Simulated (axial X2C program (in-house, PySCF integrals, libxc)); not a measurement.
# PLi⁻: from the state search to constants

What are the state, bond length, wavenumber and bond energy of PLi⁻, and what does spin–orbit coupling change?

Computed with an in-house X2C program for linear molecules on PySCF integrals. Level: all-electron X2C, P dyall-av3z, Li dyall-av3z.

All values are calculated.

## (1) Input

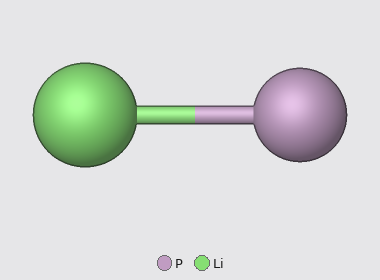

The two atoms at 2.260 Å (phosphorus pink, lithium green).

The input, task.json:

```json
{"zs": [15, 3], "q": -1, "bas": ["dyall-av3z", "dyall-av3z"], "levels": ["PBE0", "HF", "PW91"], "cc": true, "r0": 2.26, "thr": -2.0, "nmax": 90, "npts": 10, "nst": 2, "ntry": 6}
```

Keys: zs atomic numbers; q charge; bas basis sets; levels methods (HF also brings MP2); cc coupled cluster on or off; r0 starting distance in Å; thr threshold in hartree for freezing inner shells (an s shell follows its p shell); nmax most natural virtual spinors; npts points asked for on the curve; nst determinants followed; ntry starts of the search.

Launch:

```bash
python so2c.py task.json out
```

Spin-free means the one-electron spin-free X2C Hamiltonian; two-component (2c) means X2C with spin–orbit coupling and atomic mean-field two-electron Coulomb and Gaunt terms. Basis: P dyall-av3z contracted to [9s8p3d2f], Li dyall-av3z contracted to [9s9p3d]; Gaussian nuclei, density fitting. Masses: P 30.974 u, Li 7.016 u.

Notation: σ, π±, δ± give the projection m of an orbital's angular momentum (0, ±1, ±2), α and β its spin, Λ and M_S the sums; ω is the projection of a spinor's total angular momentum and Ω the sum. Logs are in hartree.

The results follow Hamiltonian by Hamiltonian and level by level.

## (2) Which state to follow

Determinants are compared with PBE0 at 2.260 Å.

Spin-free determinants:

| ΔE (eV) | state | open shells |
| --- | --- | --- |
| 0.00 | M_S = 3/2, Λ = 0 | beyond closed shells: σα, π+α, π-α |
| 0.02 | M_S = 1/2, Λ = 0 | beyond closed shells: σβ, π+α, π-α |
| 0.16 | M_S = 1/2, Λ = 1 | beyond closed shells: π+α, π+β, π-α |
| 0.60 | M_S = 3/2, Λ = 1 | beyond closed shells: 2 × σα, π+α, π+β, π-α |
| 0.66 | M_S = 3/2, Λ = 1 | beyond closed shells: 2 × π+α, π-α |
| 0.72 | M_S = 1/2, Λ = 0 | beyond closed shells: σα |
| 2.94 | M_S = 5/2, Λ = 0 | beyond closed shells: 3 × σα, π+α, π-α |

Two-component determinants:

```csv
ΔE (eV),state,open shells
0.00,Ω = 3/2,excess of +ω over −ω: ω = 3/2
0.02,Ω = 1/2,"excess of +ω over −ω: 2 × ω = -1/2, ω = 3/2"
0.17,Ω = 1/2,excess of +ω over −ω: ω = 1/2
0.59,Ω = 5/2,"excess of +ω over −ω: 2 × ω = 1/2, ω = 3/2"
0.66,Ω = 5/2,"excess of +ω over −ω: ω = -1/2, 2 × ω = 3/2"
0.94,Ω = 1/2,excess of +ω over −ω: ω = 1/2
1.39,Ω = 7/2,"excess of +ω over −ω: ω = 1/2, 2 × ω = 3/2"
```

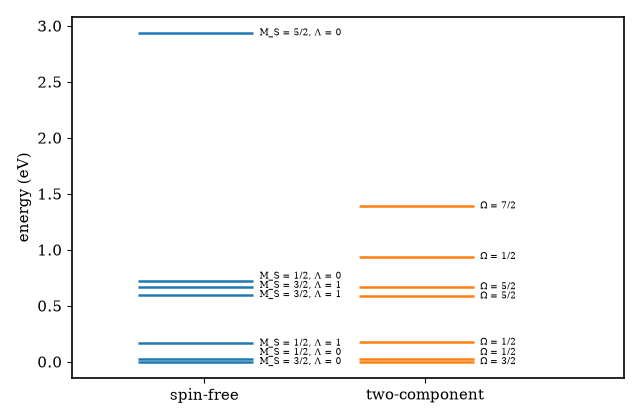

The determinants found, each set from its own lowest.

## (3) PBE0, spin-free

State followed: M_S = 3/2, Λ = 0 (beyond closed shells: σα, π+α, π-α). The scan is laid around 2.261 Å, a first estimate of the minimum, and this SCF restarts from the orbitals of the search.

The SCF at the reference distance of 2.261 Å:

```text
spin-free X2C-1e  PBE0
basis functions 113  fitting functions 535  grid points 4362
iter        total energy     max residual
   1       -349.524841028     3.07e-02
   2       -349.525522503     4.35e-04
   3       -349.525523181     1.98e-05
   4       -349.525523191     5.89e-06
   5       -349.525523192     9.79e-07
converged
one-electron -507.12603740  Coulomb 172.21964503  exact exchange -6.15758035  xc functional -18.99360465  nuclear repulsion 10.53205418
```

Along the bond, energies from the lowest point:

```csv
R (Å),E (eV),μ (D),HOMO (eV),LUMO (eV),iterations
1.967,0.6525,-9.35,0.55,1.19,13
2.058,0.3718,-9.28,0.53,1.28,11
2.125,0.2263,-9.20,0.53,1.34,10
2.193,0.1244,-9.11,0.51,1.37,10
2.261,0.0576,-9.00,0.50,1.37,5
2.340,0.0143,-8.85,0.49,1.38,10
2.419,0.0000,-8.69,0.47,1.38,12
2.521,0.0125,-8.47,0.45,1.39,10
2.645,0.0606,-8.17,0.41,1.40,10
2.705,0.0922,-8.03,0.40,1.41,10
2.826,0.1672,-7.73,0.36,1.42,10
```

Dipoles are positive if Li is the positive end and refer to the centre of mass.

Outer orbitals at the reference distance:

| symmetry | occupied | ε (eV) | atomic character |
| --- | --- | --- | --- |
| σα | yes | -11.29 | 76% P s, 11% Li p, 8% Li d |
| σβ | yes | -9.00 | 75% P s, 12% Li p, 7% Li d |
| π-α | yes | -2.50 | 86% P p, 7% Li p, 7% Li d |
| π+α | yes | -2.50 | 86% P p, 7% Li p, 7% Li d |
| σα | yes | -2.04 | 83% P p, 8% Li s, 6% Li p |
| σβ | yes | -1.41 | 83% P p, 8% Li s, 7% Li p |
| σα | yes | 0.50 | 60% Li s, 30% Li p, 5% P p |
| π+α | no | 1.37 | 100% Li p |
| π-α | no | 1.37 | 100% Li p |
| σα | no | 1.42 | 96% Li p, 2% Li s |
| π+β | no | 1.46 | 73% P p, 21% Li p, 6% Li d |

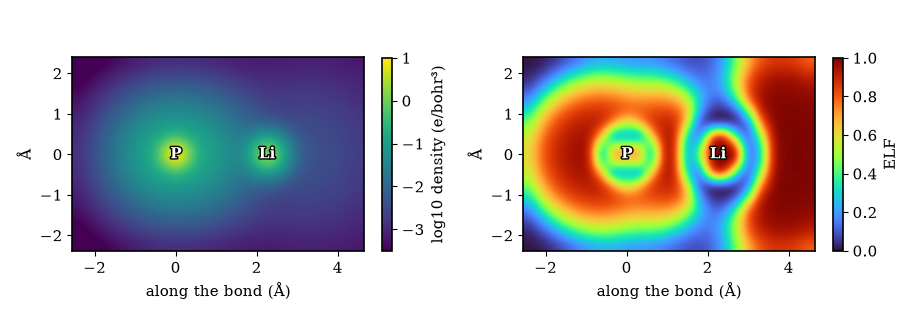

PBE0 fields in a plane through the axis, from a grid of 0.3 Å; P lies at z = 0 and Li at z = 2.261 Å; the ELF is damped to zero where the density is low.

Re = 2.429 Å, ωe = 398 cm⁻¹, ωexe = 4.12 cm⁻¹, Be = 0.4997 cm⁻¹, De = 1.67 eV, μ = -8.67 D.

## (4) HF, spin-free

The SCF at the reference distance of 2.261 Å:

```text
spin-free X2C-1e  HF
basis functions 113  fitting functions 535  grid points 4362
iter        total energy     max residual
   1       -349.004659589     7.30e-02
   2       -349.012409985     3.97e-03
   3       -349.012850762     1.37e-03
   4       -349.012949962     4.35e-04
   5       -349.012975845     1.53e-04
   6       -349.012978956     7.64e-05
   7       -349.012979877     2.49e-05
   8       -349.012979956     5.61e-06
   9       -349.012979966     2.84e-06
  10       -349.012979968     1.55e-06
  11       -349.012979969     6.00e-07
converged
one-electron -507.00806688  Coulomb 172.13348215  exact exchange -24.67044942  xc functional 0.00000000  nuclear repulsion 10.53205418
```

Re = 2.455 Å, ωe = 398 cm⁻¹, ωexe = 3.95 cm⁻¹, Be = 0.4889 cm⁻¹, De = 1.36 eV, μ = -8.82 D.

## (5) PW91, spin-free

The SCF at the reference distance of 2.261 Å:

```text
spin-free X2C-1e  PW91
basis functions 113  fitting functions 535  grid points 4362
iter        total energy     max residual
   1       -349.653409204     3.86e-02
   2       -349.655010099     1.15e-03
   3       -349.655012643     9.60e-04
   4       -349.655043352     3.61e-04
   5       -349.655047042     4.28e-05
   6       -349.655047165     1.56e-05
   7       -349.655047175     1.09e-05
   8       -349.655047181     1.38e-06
   9       -349.655047182     2.56e-07
converged
one-electron -507.10097533  Coulomb 172.18426112  exact exchange 0.00000000  xc functional -25.27038714  nuclear repulsion 10.53205418
```

Re = 2.441 Å, ωe = 386 cm⁻¹, ωexe = 4.17 cm⁻¹, Be = 0.4948 cm⁻¹, De = 1.67 eV, μ = -8.67 D.

## (6) Correlated methods, spin-free

Correlated methods: 7 electrons correlated (frozen shells, counted by type: P 2 s, 1 p; Li 1 s), 191 virtual spinors in MP2, 87 natural virtuals in coupled cluster.

Output of the correlated part at 2.261 Å:

```text
correlated 7  virtual 191  natural virtual 87  E(MP2) -0.114757395  MP2 remainder -0.000795179
iter   CCSD correlation   residual
   1     -0.130149192   9.83e-02
   2     -0.135545456   3.60e-02
   3     -0.136016060   1.13e-02
   4     -0.136065351   4.22e-03
   5     -0.136050158   1.91e-03
   6     -0.136048799   6.87e-04
   7     -0.136050515   2.08e-04
   8     -0.136049522   7.80e-05
   9     -0.136049403   2.80e-05
  10     -0.136049514   9.40e-06
  11     -0.136049630   3.24e-06
  12     -0.136049669   1.24e-06
  13     -0.136049680   5.27e-07
(T) -0.006277149  T1 0.0238  D1 0.0434  max T2 0.047
```

T1 in the output is the amplitude norm over the root of the electron number; divide by √2 for the Lee–Taylor value.

MP2: Re = 2.458 Å, ωe = 388 cm⁻¹, Be = 0.4879 cm⁻¹, De = 1.59 eV.

CCSD: Re = 2.453 Å, ωe = 389 cm⁻¹, ωexe = 3.87 cm⁻¹, Be = 0.4896 cm⁻¹, De = 1.56 eV. T1 at Re = 0.016 (Lee–Taylor, the printed value over √2).

CCSD(T): Re = 2.457 Å, ωe = 386 cm⁻¹, ωexe = 3.86 cm⁻¹, Be = 0.488 cm⁻¹, De = 1.63 eV. T1 at Re = 0.016 (Lee–Taylor, the printed value over √2).

## (7) A higher determinant, spin-free

State: M_S = 1/2, Λ = 0 (beyond closed shells: σβ, π+α, π-α).

Output at the reference distance:

```text
spin-free X2C-1e  PBE0
basis functions 113  fitting functions 535  grid points 4362
iter        total energy     max residual
   1       -349.523976534     3.05e-02
   2       -349.524658304     4.42e-04
   3       -349.524658979     2.14e-05
   4       -349.524658990     5.43e-06
   5       -349.524658991     9.97e-07
converged
one-electron -507.10777432  Coulomb 172.20215539  exact exchange -6.15750967  xc functional -18.99358456  nuclear repulsion 10.53205418
```

```csv
R (Å),E above the lowest PBE0 point (eV)
2.058,0.398
2.125,0.251
2.193,0.148
2.261,0.081
2.340,0.038
2.419,0.023
2.521,0.036
2.645,0.086
2.705,0.118
```

Re = 2.428 Å, ωe = 402 cm⁻¹, ωexe = 3.95 cm⁻¹, Be = 0.5 cm⁻¹, μ = -9.02 D. ⟨S²⟩ = 1.76 against 0.75 for a pure state, so this determinant mixes spins. Te = 0.02 eV.

## (8) The spin-free curves together

Energy (eV) of the followed determinant, spin-free, from each level's lowest point:

```csv
R (Å),PBE0,HF,MP2,CCSD,CCSD(T),PW91
1.967,0.652,0.747,0.726,n/a,n/a,0.656
2.058,0.372,0.437,0.424,n/a,n/a,0.378
2.125,0.226,0.273,0.266,n/a,n/a,0.233
2.193,0.124,0.157,0.153,0.148,0.150,0.131
2.261,0.058,0.078,0.076,0.073,0.075,0.062
2.340,0.014,0.023,0.023,0.022,0.023,0.017
2.419,0.000,0.000,0.000,0.000,0.000,0.000
2.521,0.013,0.004,0.003,0.005,0.003,0.008
2.645,0.061,0.046,0.042,0.045,0.042,0.051
2.705,0.092,0.076,0.070,0.074,0.070,0.079
2.826,0.167,0.148,0.139,n/a,n/a,0.148
```

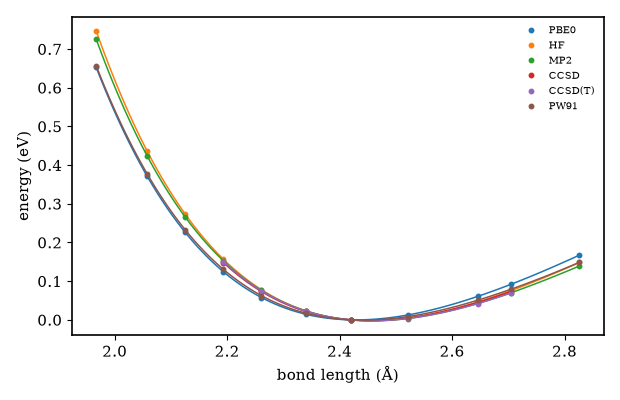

Curves of the followed state, spin-free, each from its own lowest point.

## (9) PBE0, 2c

State followed: Ω = 3/2 (excess of +ω over −ω: ω = 3/2). The scan is laid around 2.261 Å, a first estimate of the minimum, and this SCF restarts from the orbitals of the search.

The SCF at the reference distance of 2.261 Å:

```text
two-component X2C + atomic mean field  PBE0
basis functions 113  fitting functions 535  grid points 4362
iter        total energy     max residual
   1       -349.477199962     3.12e-02
   2       -349.477895592     4.36e-04
   3       -349.477896241     1.87e-05
   4       -349.477896249     5.50e-06
   5       -349.477896250     1.39e-06
converged
one-electron -507.00953106  Coulomb 172.19337738  exact exchange -6.15619949  xc functional -18.98981381  nuclear repulsion 10.53205418  atomic mean-field constant -0.04778345
```

Along the bond, energies from the lowest point:

```csv
R (Å),E (eV),μ (D),HOMO (eV),LUMO (eV),iterations
1.967,0.5501,1.04,0.49,1.38,20
2.058,0.3569,0.97,0.53,1.38,23
2.125,0.2694,0.78,0.53,1.38,23
2.193,0.2197,0.51,0.52,1.39,21
2.261,0.0450,-8.92,0.50,1.37,5
2.340,0.2035,-0.19,0.48,1.40,19
2.419,0.2299,-0.59,0.44,1.41,21
2.521,0.0000,-8.46,0.45,1.39,20
2.645,0.3728,-1.61,0.35,1.43,20
2.705,0.4190,-1.83,0.33,1.44,14
2.826,0.6079,-1.95,0.61,1.31,23
```

Dipoles are positive if Li is the positive end and refer to the centre of mass.

Outer spinors at the reference distance:

| ω | occupied | ε (eV) | atomic character | λ mixture |
| --- | --- | --- | --- | --- |
| 1/2 | yes | -11.27 | 76% P s, 11% Li p, 8% Li d | 100% σ |
| -1/2 | yes | -8.99 | 75% P s, 12% Li p, 7% Li d | 100% σ |
| -1/2 | yes | -2.49 | 86% P p, 7% Li p, 7% Li d | 100% π |
| 3/2 | yes | -2.46 | 86% P p, 7% Li p, 7% Li d | 100% π |
| 1/2 | yes | -2.03 | 83% P p, 8% Li s, 6% Li p | 100% σ |
| -1/2 | yes | -1.40 | 83% P p, 8% Li s, 7% Li p | 100% σ |
| 1/2 | yes | 0.50 | 60% Li s, 30% Li p, 5% P p | 99% σ, 1% π |
| -1/2 | no | 1.37 | 100% Li p | 100% π |
| 3/2 | no | 1.37 | 100% Li p | 100% π |
| 1/2 | no | 1.42 | 88% Li p, 8% P p, 2% Li s | 89% σ, 11% π |
| 1/2 | no | 1.45 | 64% P p, 30% Li p, 6% Li d | 88% π, 12% σ |

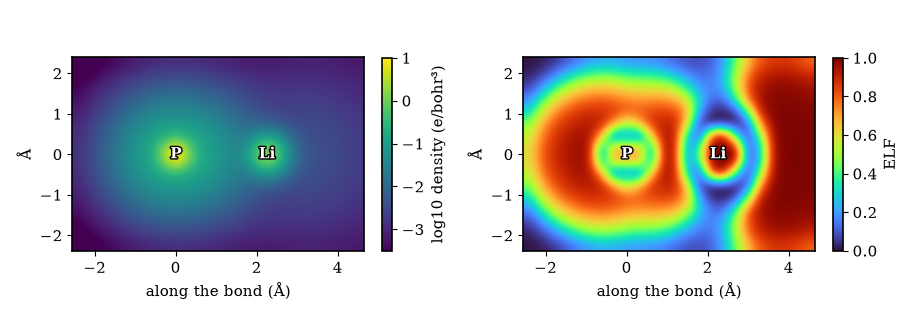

PBE0 fields in a plane through the axis, from a grid of 0.3 Å; P lies at z = 0 and Li at z = 2.261 Å; the ELF is damped to zero where the density is low.

No constants are quoted: the solution changes its character somewhere along the scan, so the fit is set aside.

## (10) HF, 2c

The SCF at the reference distance of 2.261 Å:

```text
two-component X2C + atomic mean field  HF
basis functions 113  fitting functions 535  grid points 4362
iter        total energy     max residual
   1       -348.956680921     7.30e-02
   2       -348.964749879     4.01e-03
   3       -348.965286669     1.38e-03
   4       -348.965420726     5.20e-04
   5       -348.965459878     2.64e-04
   6       -348.965466679     1.61e-04
   7       -348.965469963     7.75e-05
   8       -348.965470904     4.70e-05
   9       -348.965471310     3.70e-05
  10       -348.965471557     2.75e-05
  11       -348.965471726     1.79e-05
  12       -348.965471873     9.66e-06
  13       -348.965471913     2.43e-06
  14       -348.965471915     5.84e-07
converged
one-electron -506.88115833  Coulomb 172.09697195  exact exchange -24.66555625  xc functional 0.00000000  nuclear repulsion 10.53205418  atomic mean-field constant -0.04778345
```

Re = 2.455 Å, ωe = 398 cm⁻¹, ωexe = 3.95 cm⁻¹, Be = 0.4888 cm⁻¹, De = 1.36 eV, μ = -8.82 D.

## (11) PW91, 2c

Output at 2.261 Å:

```text
two-component X2C + atomic mean field  PW91
basis functions 113  fitting functions 535  grid points 4362
iter        total energy     max residual
   1       -349.605806503     3.87e-02
   2       -349.554391415     3.47e-02
   3       -349.110985718     1.05e-01
   4       -349.604419457     9.53e-03
   5       -349.509108388     4.19e-02
   6       -349.552927822     3.22e-02
   7       -349.570700560     2.69e-02
   8       -349.596319585     1.60e-02
   9       -349.610239287     2.90e-03
  10       -349.591151004     1.80e-02
  11       -349.598116710     1.42e-02
  12       -349.609958804     4.28e-03
  13       -349.596841840     1.49e-02
  14       -349.598431920     1.40e-02
  15       -349.604804176     9.85e-03
  16       -349.594110454     1.62e-02
  17       -349.597699359     1.45e-02
  18       -349.597074828     1.48e-02
  19       -349.598172088     1.40e-02
  20       -349.603352126     1.07e-02
  21       -349.601074402     1.22e-02
  22       -349.610851044     1.66e-03
  23       -349.611023416     2.96e-04
  24       -349.608844352     5.72e-03
  25       -349.605796449     8.79e-03
  26       -349.605354909     9.15e-03
  27       -349.604842976     9.53e-03
  28       -349.607611168     7.11e-03
  29       -349.609063083     5.41e-03
  30       -349.608993856     5.50e-03
  31       -349.608576889     6.02e-03
  32       -349.605944064     8.66e-03
  33       -349.606372884     8.29e-03
  34       -349.610581663     2.59e-03
  35       -349.610975105     9.19e-04
  36       -349.610401074     3.06e-03
  37       -349.610916494     1.30e-03
  38       -349.610843541     1.66e-03
  39       -349.610923294     1.26e-03
  40       -349.611028590     1.74e-04
  41       -349.611026171     2.55e-04
  42       -349.611028507     1.75e-04
  43       -349.611030492     3.59e-05
  44       -349.611030578     1.79e-06
  45       -349.611030579     1.14e-06
converged
one-electron -507.53160752  Coulomb 172.70018733  exact exchange 0.00000000  xc functional -25.26388112  nuclear repulsion 10.53205418  atomic mean-field constant -0.04778345
```

No constants are quoted: the solution changes its character somewhere along the scan, so the fit is set aside.

## (12) MP2 and beyond, 2c

Correlated methods: 7 electrons correlated (frozen shells, counted by type: P 2 s, 1 p; Li 1 s), 191 virtual spinors in MP2, 87 natural virtuals in coupled cluster.

Output of the correlated part at 2.261 Å:

```text
correlated 7  virtual 191  natural virtual 87  E(MP2) -0.114752347  MP2 remainder -0.000795305
iter   CCSD correlation   residual
   1     -0.130146438   9.83e-02
   2     -0.135546146   3.61e-02
   3     -0.136017927   1.14e-02
   4     -0.136067764   4.28e-03
   5     -0.136052798   2.00e-03
   6     -0.136051527   8.21e-04
   7     -0.136053603   4.17e-04
   8     -0.136052064   3.08e-04
   9     -0.136051285   2.36e-04
  10     -0.136051486   1.57e-04
  11     -0.136052520   9.26e-05
  12     -0.136053223   6.24e-05
  13     -0.136053424   4.92e-05
  14     -0.136053346   3.78e-05
  15     -0.136053251   2.38e-05
  16     -0.136053234   1.44e-05
(T) -0.006278798  T1 0.0240  D1 0.0441  max T2 0.047
```

MP2: Re = 2.458 Å, ωe = 388 cm⁻¹, Be = 0.4878 cm⁻¹, De = 1.58 eV.

CCSD: No constants are quoted: too few points lie around the minimum for a second fit to confirm the first.

CCSD(T): No constants are quoted: too few points lie around the minimum for a second fit to confirm the first.

## (13) A higher determinant, 2c

State: Ω = 1/2 (excess of +ω over −ω: 2 × ω = -1/2, ω = 3/2).

Output at the reference distance:

```text
two-component X2C + atomic mean field  PBE0
basis functions 113  fitting functions 535  grid points 4362
iter        total energy     max residual
   1       -349.476319688     3.10e-02
   2       -349.477015718     4.43e-04
   3       -349.477016367     2.02e-05
   4       -349.477016376     4.65e-06
   5       -349.477016377     9.95e-07
converged
one-electron -506.98078657  Coulomb 172.16558081  exact exchange -6.15628903  xc functional -18.98979231  nuclear repulsion 10.53205418  atomic mean-field constant -0.04778345
```

```csv
R (Å),E above the lowest PBE0 point (eV)
2.058,0.386
2.125,0.239
2.193,0.136
2.261,0.069
2.340,0.025
2.419,0.011
2.521,0.024
2.645,0.073
2.705,0.106
```

Re = 2.428 Å, ωe = 402 cm⁻¹, ωexe = 3.95 cm⁻¹, Be = 0.4999 cm⁻¹, μ = -9.02 D.

## (14) The 2c curves together

Energy (eV) of the followed determinant, 2c, from each level's lowest point:

```csv
R (Å),PBE0 (jumps),HF,MP2,CCSD,CCSD(T),PW91 (jumps)
1.967,0.550,0.747,0.726,n/a,n/a,0.390
2.058,0.357,0.437,0.425,0.416,0.419,0.193
2.125,0.269,0.274,0.266,0.259,0.262,0.103
2.193,0.220,0.157,0.153,0.148,0.151,0.051
2.261,0.045,0.078,0.076,0.073,0.075,0.000
2.340,0.204,0.023,0.023,0.022,0.023,n/a
2.419,0.230,0.000,0.000,0.000,0.000,n/a
2.521,0.000,0.004,0.003,0.005,0.003,0.127
2.645,0.373,0.046,0.042,n/a,n/a,n/a
2.705,0.419,0.076,0.070,n/a,n/a,0.281
2.826,0.608,0.148,0.139,n/a,n/a,0.184
```

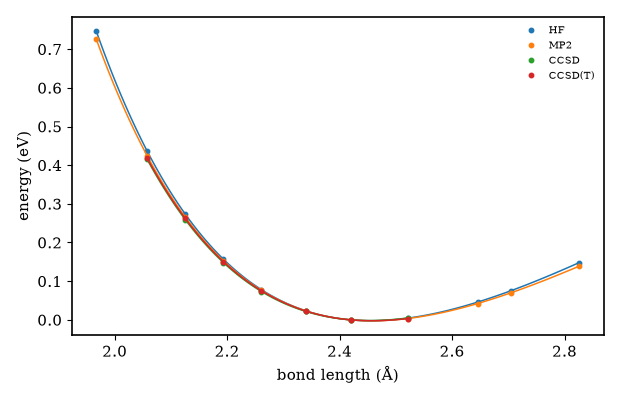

Curves of the followed state, 2c, each from its own lowest point. Left out: PBE0, PW91.

The whole job took 95 s on 1 thread of Intel Xeon 6975P-C (Granite Rapids), shared host.

## (15) What came out

Lowest determinant that the search found at its distance, spin-free: M_S = 3/2, Λ = 0 (beyond closed shells: σα, π+α, π-α).

Lowest determinant that the search found at its distance, 2c: Ω = 3/2 (excess of +ω over −ω: ω = 3/2).

| Hamiltonian | level | Re (Å) | ωe (cm⁻¹) | De (eV) | μ (D) |
| --- | --- | --- | --- | --- | --- |
| spin-free | PBE0 | 2.429 | 398 | 1.67 | -8.67 |
| spin-free | HF | 2.455 | 398 | 1.36 | -8.82 |
| spin-free | MP2 | 2.458 | 388 | 1.59 | n/a |
| spin-free | CCSD | 2.453 | 389 | 1.56 | n/a |
| spin-free | CCSD(T) | 2.457 | 386 | 1.63 | n/a |
| spin-free | PW91 | 2.441 | 386 | 1.67 | -8.67 |
| 2c | HF | 2.455 | 398 | 1.36 | -8.82 |
| 2c | MP2 | 2.458 | 388 | 1.58 | n/a |

Dipoles are positive if Li is the positive end and refer to the centre of mass. No constants: 2c PBE0 (the solution changes its character somewhere along the scan, so the fit is set aside); 2c CCSD (too few points lie around the minimum for a second fit to confirm the first); 2c CCSD(T) (too few points lie around the minimum for a second fit to confirm the first); 2c PW91 (the solution changes its character somewhere along the scan, so the fit is set aside).

Time per point (s) on 1 thread of Intel Xeon 6975P-C (Granite Rapids), shared host (2c runs); the times are rough: HF 0.12, MP2 0.16.

What this shows: At MP2, going from spin-free to two-component changes Re by 0 mÅ, ωe by 0.0 %; the spin-free picture holds up (part of it comes from the scalar share of the two-electron terms). De moves by -0.01 eV; both De rest on single-determinant atoms, which can miss part of an open shell's spin–orbit lowering.

De refers to P- + Li; at HF, spin-free, to P + Li-; at CCSD, spin-free, to P + Li-; at CCSD(T), spin-free, to P + Li-; at HF, two-component, to P + Li-, each in the lowest determinant found, which need not be this curve's own limit. Each curve is one determinant whose occupation by symmetry is held fixed; it was picked as the lowest of a PBE0 search that is not exhaustive. De is counted from the lowest determinant-based energies of the atoms at the same level, without counterpoise correction. CCSD and (T) use frozen natural virtuals with an MP2 correction for the truncation. With several unpaired electrons one determinant need not be a pure state. At some level an empty orbital lies below a filled one.
